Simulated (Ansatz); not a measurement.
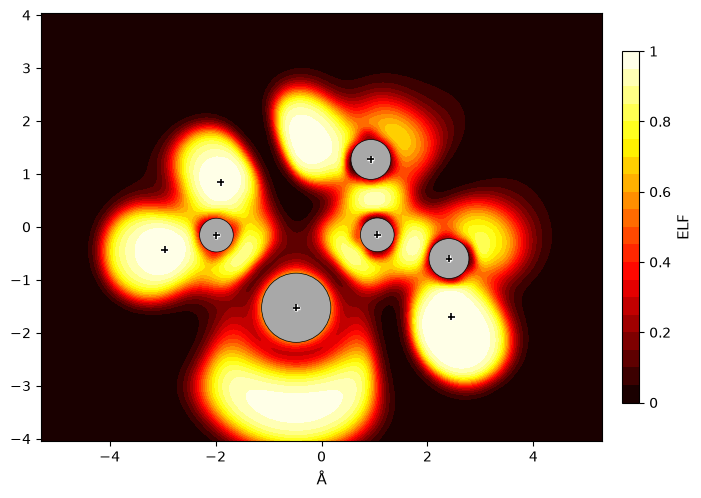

The ELF on a plane through atoms (crosses mark nuclei in the plane; grey discs cover the cores).

These are results of isolated molecule in a Gaussian basis; Kohn-Sham density functional theory, functional PBE0 in Ansatz 0.2.0, not measurements.

Candidates:
A. H$_{4}$O$_{3}$STi
B. C$_{2}$H$_{8}$N$_{2}$Sn
C. ClH$_{3}$MoO$_{4}$

Which system is this?

Answer. Candidate B: C$_{2}$H$_{8}$N$_{2}$Sn on the plane of atoms N3, Sn5 and N4, which holds C, N, Sn and H. C–N (1.43 Å): the ELF peaks at about 0.90 between the atoms; a covalent bond. Sn–N (2.04 Å): the ELF peaks at about 0.90 in the valence shell of N, 0.6 Å from its nucleus, and drops to about 0.15 between the two atoms.
